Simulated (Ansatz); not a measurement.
# r2SCAN0/def2-SVP run of CH8Si2 (SMILES [SiH3]C[SiH3])

Aim: the electronic atomisation energy of CH8Si2 at r2SCAN0/def2-SVP, from 4 runs. 

Program for the calculation: Ansatz 0.2.0.

56 further runs of the same task are left out: 56 set aside as unsound or not needed.

**1. The molecule**

CH8Si2: 11 atoms, total charge 0, spin state singlet. SMILES: `[SiH3]C[SiH3]`. Geometry: relaxed at PBE0-D4/def2-TZVP.

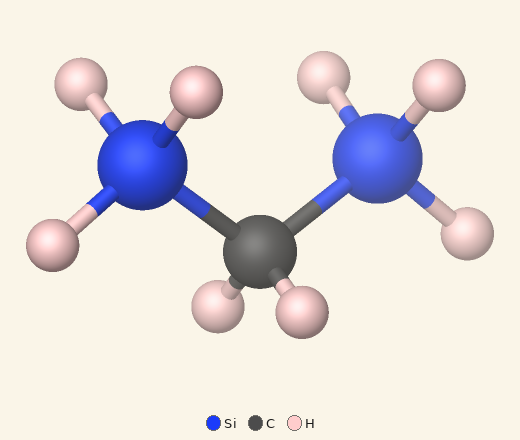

Viewed from a chosen angle; silicon blue, carbon dark grey, hydrogen pink.

**2. A single-point energy at r2SCAN0/def2-SVP**

input.yaml reads:

```yaml
crystal:
  periodic: [false, false, false]
  atoms:
    - {symbol: Si, position_ang: [-1.158980, 1.034720, -0.344660]}
    - {symbol: C, position_ang: [-0.286340, -0.621440, -0.365590]}
    - {symbol: Si, position_ang: [1.335180, -0.652340, 0.569590]}
    - {symbol: H, position_ang: [-2.435800, 0.976800, -1.106490]}
    - {symbol: H, position_ang: [-0.293510, 2.078920, -0.955560]}
    - {symbol: H, position_ang: [-1.463790, 1.436810, 1.054620]}
    - {symbol: H, position_ang: [-0.954100, -1.377620, 0.060730]}
    - {symbol: H, position_ang: [-0.099440, -0.908830, -1.405770]}
    - {symbol: H, position_ang: [1.110650, -0.304370, 1.998260]}
    - {symbol: H, position_ang: [2.282060, 0.336720, -0.011600]}
    - {symbol: H, position_ang: [1.964060, -1.999380, 0.506460]}
basis:
  gaussian:
    orbitals: def2-SVP
total_charge: 0
output: {orbitals: {seedname: orbitals}}
hamiltonian:
  xc: {name: r2SCAN0}
accuracy: high
```

Command:

```bash
$ ansatz run input.yaml --threads 1 --pin off --max-ram 3480MiB --events-out events.jsonl --progress --plain --runs-dir runs
```

What it wrote:

```text
Warning: RAYON_NUM_THREADS=1 ignored (pool sized by the plan → 1); use --threads N
Functional definition: r2SCAN0
  name "r2SCAN0"
  parameter a = 0.25
  parameter k0 = 0.174
  parameter k1 = 0.065
  parameter a1 = 4.9479
  exchange = (1 - a)*r2scan_x(k0 = k0, k1 = k1, a1 = a1) + a*exact_x
  correlation = r2scan_c
2074 factors; integrals over basis functions are off by at most 3.9e-9 eV
mean field evaluation 1: about -16911.0359 eV, gradient 3.6e1 eV
mean field evaluation 2: about -16909.9046 eV, gradient 4.0e1 eV
mean field evaluation 4: about -16914.2264 eV, gradient 3.0e-1 eV
mean field evaluation 8: about -16914.3851 eV, gradient 5.6e-2 eV
mean field evaluation 16: about -16914.3851 eV, gradient 2.1e-6 eV
mean field -16914.38506515 eV, -621.5921861621 hartree, gradient 5.9e-8 eV, S^2 0.000000; 0 other end points of the search recorded, 0 dependent functions left out
reference -16914.38506583 eV, -621.5921861873 hartree; 21, 21 occupied and 69, 69 virtual orbitals, 2074 factors
Total energy: -16914.38506583 eV, -621.5921861873 hartree
```

Run time: 4.5 s. Hardware: 1 thread of AMD EPYC 9R45 (Zen 5), shared host; peak memory 0.39 GiB.

**3. The C atom at the same level**

molecule.yaml reads:

```yaml
crystal:
  periodic: [false, false, false]
  atoms:
    - {symbol: C, position_ang: [0.000000, 0.000000, 0.000000]}
basis:
  gaussian: {orbitals: def2-SVP}
accuracy: high
magnetization: {spin_polarized: true, initial_magnetization: 2}
hamiltonian: {xc: {name: r2SCAN0}}
```

Run the same way, it converges to -37.78832 Eh (log not shown).

**4. The H atom at the same level**

in.yaml reads:

```yaml
crystal:
  periodic: [false, false, false]
  atoms:
    - symbol: H
      position_ang: [0.000000, 0.000000, 0.000000]
basis:
  gaussian:
    orbitals: def2-SVP
magnetization:
  spin_polarized: true
  initial_magnetization: 1
hamiltonian:
  xc: {name: r2SCAN0}
accuracy: high
```

Run the same way, it converges to -0.49923 Eh (log not shown).

**5. The Si atom, same level**

input.yaml reads:

```yaml
crystal:
  periodic: [false, false, false]
  atoms:
    - {symbol: Si, position_ang: [0.000000, 0.000000, 0.000000]}
basis:
  gaussian:
    orbitals: def2-SVP
magnetization:
  spin_polarized: true
  initial_magnetization: 2
hamiltonian:
  xc: {name: r2SCAN0}
accuracy: high
```

Run the same way, it converges to -289.24344 Eh (log not shown).

**6. Results**

Level: r2SCAN0/def2-SVP.

| quantity | value |
| --- | --- |
| molecule: total energy | -621.59219 Eh |
| molecule: HOMO energy | -9.02 eV |
| molecule: LUMO energy | 0.93 eV |
| molecule: HOMO–LUMO gap | 9.95 eV |
| C atom: total energy | -37.78832 Eh |
| C atom: ⟨S²⟩ | 2.005 |
| H atom: total energy | -0.49923 Eh |
| H atom: ⟨S²⟩ | 0.750 |
| Si atom: total energy | -289.24344 Eh |
| Si atom: ⟨S²⟩ | 2.006 |
| electronic atomisation energy | 36.005 eV |

In words: Taking the molecule apart into free atoms costs 36.01 eV (830 kcal/mol), before zero-point energy and without spin-orbit coupling.
